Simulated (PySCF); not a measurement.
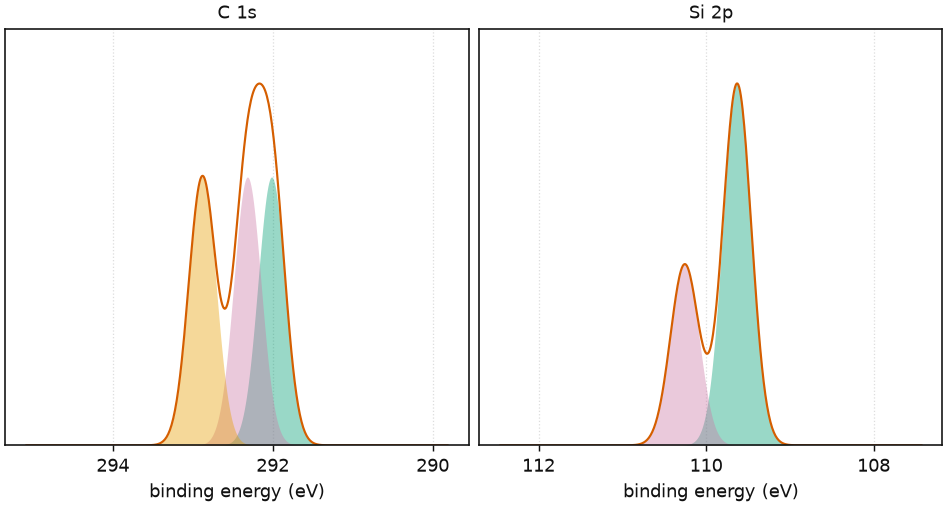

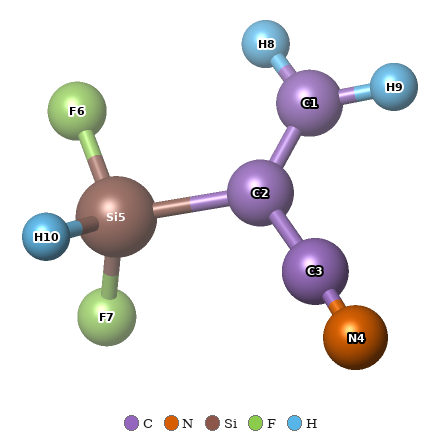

Simulated XPS of C₃H₃F₂NSi, SMILES C=C(C#N)[SiH](F)F. Vertical core-electron binding energies by ΔSCF (B3LYP, pcX-2 on the ionised atom, pcseg-1 elsewhere, spin-free X2C; PySCF, at a PBE0-D3(BJ)/def2-SVP geometry (no frequency check)), gas phase, against the vacuum level. One atom of each kind was ionised; within a panel, areas follow the number of like atoms and 2j + 1 (2p levels are split by first-order spin-orbit coupling, an approximation), each panel is scaled alone, Gaussians of 0.4 eV full width. Only the regions named are shown. Lines closer than the width merge in the curve.

Assign the components.

Answer.
| level | atoms | binding energy (eV) |
| --- | --- | --- |
| C 1s | C3 | 292.9 |
| C 1s | C2 | 292.3 |
| C 1s | C1 | 292.0 |
| Si 2p1/2 | Si5 | 110.3 |
| Si 2p3/2 | Si5 | 109.6 |

How large is the chemical shift across the C 1s region?

Answer. 0.9 eV, from C1 at 292.0 eV to C3 at 292.9 eV.

Caveats: one conformer of a flexible molecule.
